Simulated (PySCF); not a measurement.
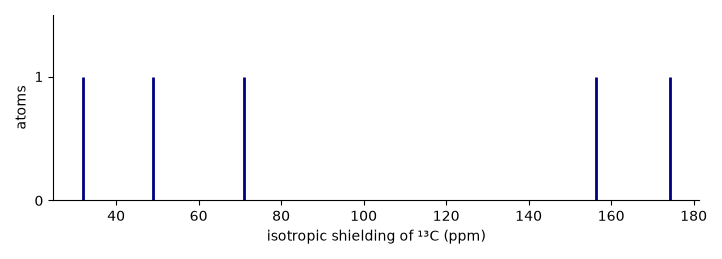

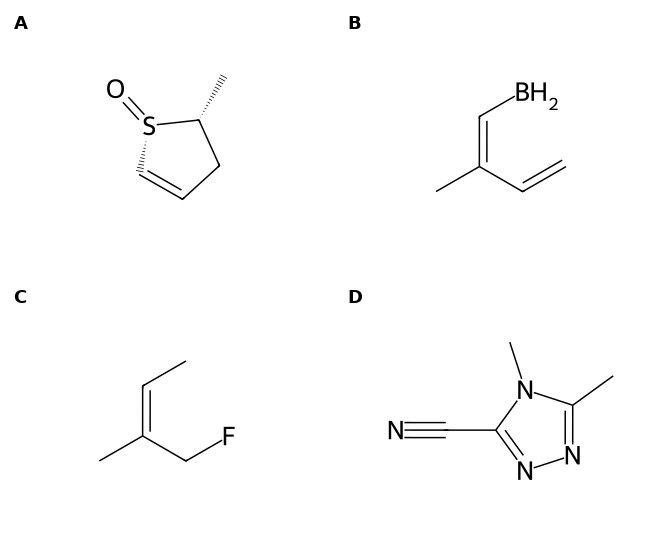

The sticks are computed shieldings of one of the molecules, for one fixed geometry (GFN2-xTB) without averaging over rotations. Low shielding means a high chemical shift. Method: GIAO PBE0/pcSseg-1 NMR shielding, non-relativistic, gas phase (PySCF 2.14.0).

### Match the spectrum to a structure.

D, `Cc1nnc(C#N)n1C`. Its 5 C atoms give lines at 31.9, 49.0, 71.0, 156.3, 174.2 ppm.
